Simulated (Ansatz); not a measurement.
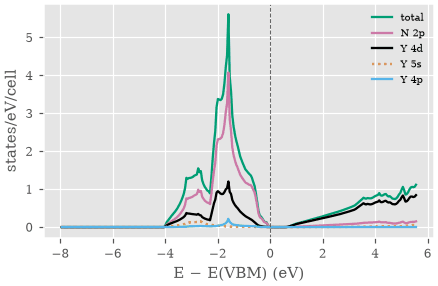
Fig. 1. Total and projected density of states of YN (rock salt, Fm-3m), r²SCAN (plane waves, PAW; program Ansatz)

Task: Which orbitals carry the states next to the gap?

Result: Top 1 eV of the valence band: N 2p 81 %, Y 4d 15 %. Bottom 1 eV of the conduction band: Y 4d 86 %, N 2p 13 %. Projections are on Löwdin-orthogonalised atomic valence shells; empty p or d shells of many metals are not among them.

Task: Where is the tallest occupied peak in this window, and what makes it?

Result: Near -1.6 eV, about 5.6 states/eV per cell; the largest projected share is N 2p.

The cell was relaxed with r²SCAN under the symmetry of its start. No spin polarisation was allowed. Scalar-relativistic: spin–orbit coupling is off unless named, which matters more the heavier the elements.

Potentials: the later of the program's two PAW sets.
